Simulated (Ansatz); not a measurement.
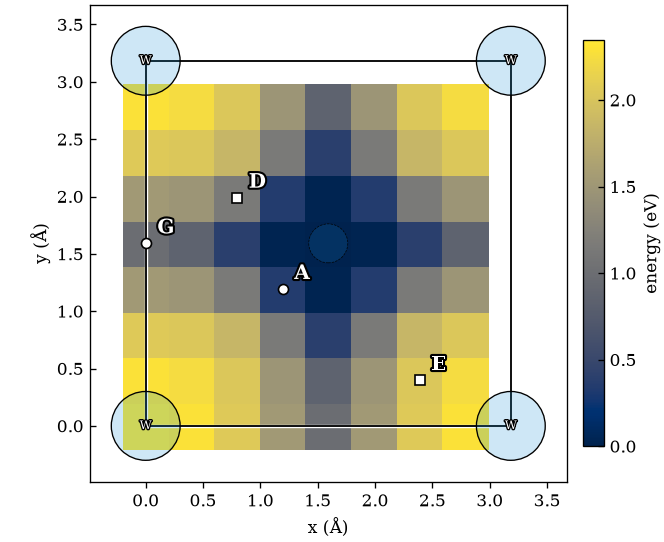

N on a W(100) slab cut from the Im-3m phase, its upper half relaxed before the scan (16 atoms of substrate and one adsorbate in a 2 × 2 cell). N is moved over the surface cell; relaxed at each place: the height of the adsorbate's atoms; substrate rigid; the origin of the map has the adsorbate above W13. Places are given modulo a cell vector. The map is drawn in real space over the plane of the surface. The scan uses an 8 × 8 grid; 15 points were computed and 49 follow by symmetry. Places are given in fractions of the 1 × 1 surface cell. Energies are in eV, from the lowest grid point. These are results of DFT PBE, scalar-relativistic, plane waves, PAW in Ansatz, not measurements. Settings: cutoff 420 eV, k-mesh 4×4×1, gaussian smearing 0.1 eV, no spin polarisation.

The picture shows one coloured cell a grid point, labelled circles for the atoms of the top layer and small ones for the second layer, the outline of one cell of the plane, lettered points.

Q: Rank the lettered points by energy, lowest first.

A: A (0.35 eV), G (0.98 eV), D (1.15 eV), E (2.03 eV).

Q: What kind of point is each of D, G: minimum, saddle, maximum or slope?

A: D: on a slope; G: saddle point. (In these two coordinates alone; a stationary point may lie a little off the grid point.)

PAW datasets: the set soft_1.
